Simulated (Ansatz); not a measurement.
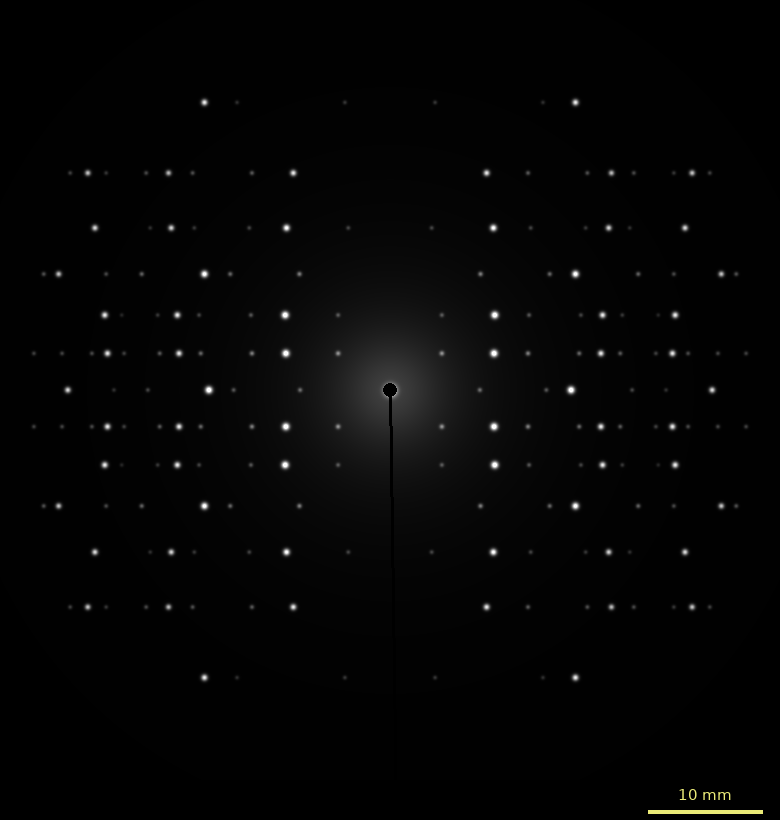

Simulated X-ray rotation photograph: Mo Kα radiation (λ = 0.7107 Å), cylindrical film of radius 30.0 mm unrolled, rotation axis vertical and normal to the beam, kinematic intensities without Lorentz or polarisation factors, the film spanning ±63° about the beam; spots down to d = 0.71 Å.

Question: What lattice repeat along the rotation axis do the layer lines give?

Answer: The first layer line lies 3.3 mm from the equator, so tan ν = 0.108, sin ν = 0.108 and the period is λ/sin ν = 6.59 Å. Further lines follow at 6.6, 10.3, 14.3, 19.2, 25.4 mm.

The crystal is Mn3SiB, space group Pm-3m (No. 221), a = 3.806 Å. Structure: coordinates from a relaxation with Ansatz 0.2.0, DFT PBE, scalar-relativistic, plane waves, PAW; the starting structure was generated, so it need not be a known form of this composition.

Question: About which axis was it rotated?

Answer: About [111] (or an equivalent direction), whose length in the conventional cell is 6.593 Å.
